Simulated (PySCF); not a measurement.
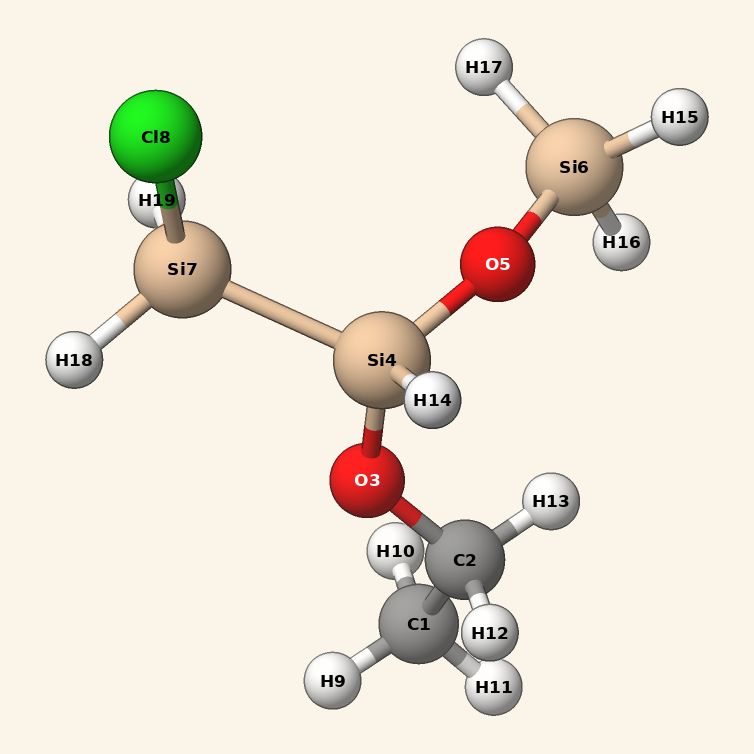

Computed geometry: GFN2-xTB optimisation. No frequency run is at hand to confirm it as a minimum. Electric field gradients from the ground-state density, PBE0/pcSseg-1 (PySCF 2.14.0), non-relativistic apart from any core potentials.

Give the largest field-gradient component, the quadrupole coupling constant and the asymmetry for 17O at O3 (Q = −25.6 mb), 17O at O5 (Q = −25.6 mb), 35Cl at Cl8 (Q = −81.7 mb).

| atom | V_zz (a.u.) | e²qQ/h (MHz) | η |
| --- | --- | --- | --- |
| O3 | 1.653 | −9.94 | 0.29 |
| O5 | 1.055 | −6.35 | 0.10 |
| Cl8 | 2.145 | −41.2 | 0.01 |

The geometry is semi-empirical. Around Si such bond lengths and angles can be off by a tenth of an ångström or more and by several degrees, and values that hang on the shape move with them.
